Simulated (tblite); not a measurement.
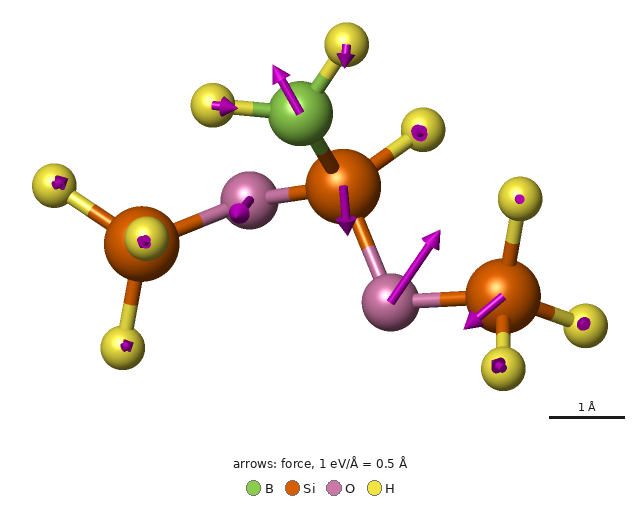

Starting geometry of BSi$_{3}$H$_{9}$O$_{2}$ with the computed forces as purple arrows. A ball-and-stick model, seen at a tilt.

Theory: tblite 0.8.0, GFN2-xTB geometry optimisation, gas phase. 

What follows when this structure is relaxed?

Answer. It isn't relaxed: the largest force vector, on an O atom, is 2.42 eV/Å. The final displacements follow the starting forces only in part (cosine between the two patterns 0.39). Over 155 geometry steps the energy falls by 1.391 eV. The atom that moves furthest after the best rigid fit is an H atom (1.68 Å). Largest moves by element: H 1.68 Å, O 1.42 Å, B 1.10 Å, Si 0.85 Å. Among the contacts that change: O–Si 1.728 → 1.636 Å, O–Si 1.695 → 1.615 Å, O–Si 1.692 → 1.635 Å, B–H 1.198 → 1.169 Å. Bond angles that change, for instance: Si–O–Si 112.8° → 149.8°, Si–O–Si 115.1° → 151.2°, B–Si–H 108.4° → 123.1°. Groups turn about O–Si by about 160°, O–Si by about 145°, O–Si by about 75°.
